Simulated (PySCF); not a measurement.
## Electronic structure of C₂H₆Cl₄Si₂ (SMILES C[Si](C)(Cl)[Si](Cl)(Cl)Cl) in real space

```tsv
atom	x (Å)	y (Å)	z (Å)
C	-0.9516	-1.6398	0.2016
Si	-0.2824	0.1203	0.4937
C	-1.1562	1.3710	-0.6481
Cl	-0.6532	0.6392	2.4208
Si	2.0183	0.1564	0.0660
Cl	2.8625	1.9844	0.3300
Cl	3.0767	-1.1445	1.2114
Cl	2.3657	-0.3654	-1.8699
H	-2.0207	-1.6942	0.3886
H	-0.4698	-2.3596	0.8579
H	-0.7788	-1.9622	-0.8206
H	-0.7917	2.3809	-0.4805
H	-2.2295	1.3807	-0.4789
H	-0.9899	1.1323	-1.6941
```

Geometry: GFN2-xTB.

These are results of PySCF 2.14.0, PBE0/pcSseg-1, SCF density, in a chloroform solvent model, non-relativistic, not measurements.

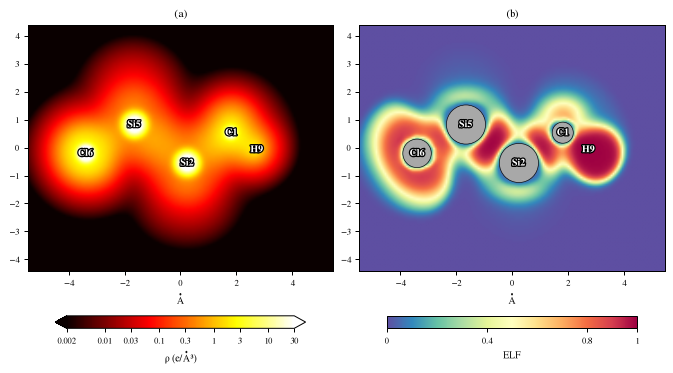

Figure 1. (a) total electron density; (b) electron localisation function on the plane of atoms Si2, C1 and H9. Grey discs cover the atomic cores in the ELF map.

Question: Read the bonding off the picture.

Answer: Atoms in the plane: C, Si, Cl and H. C–Si (1.91 Å): ρ at the midpoint is about 0.92 e/Å³; the ELF peaks at about 0.95 between the atoms (a shared electron pair). Si–Cl (2.03 Å): the density is about 0.95 e/Å³ at the midpoint; the ELF peaks at about 0.90 between the atoms, as expected for a polar covalent bond. Si–Si (2.34 Å): ρ at the midpoint is about 0.68 e/Å³; the ELF peaks at about 1 between the atoms, as expected for localised, covalent bonding. C–H (1.09 Å): ρ is about 1.9 e/Å³ halfway; the ELF climbs to about 1 towards the hydrogen, as it does in any bond to H: a covalent bond by its length. The ELF also peaks beside Cl6, away from the bonds: lone-pair regions.

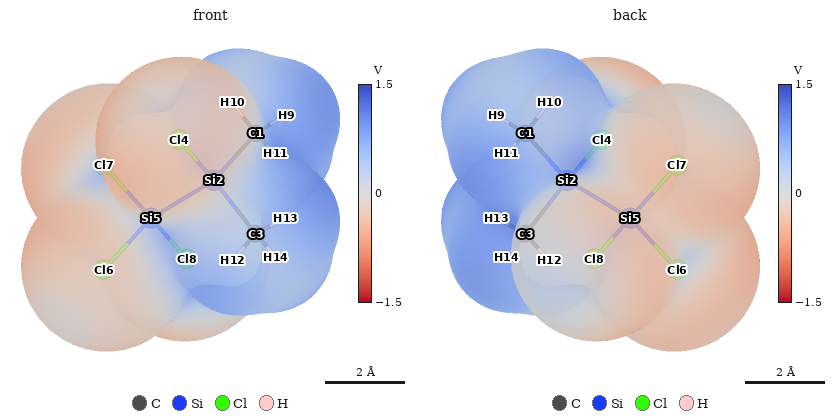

Figure 2. The molecular electrostatic potential painted on the density surface at 0.001 e/bohr³, seen from the front and from behind; red is negative and blue positive.

Question: Where is the surface potential most negative and most positive?

Answer: The most negative region (about −0.5 V) lies over Cl4, Cl6 and Cl7, the most positive (about +1.0 V) over the H and Si atoms.

Question: What dipole moment does the calculation give?

Answer: Its dipole moment is 3.29 D.
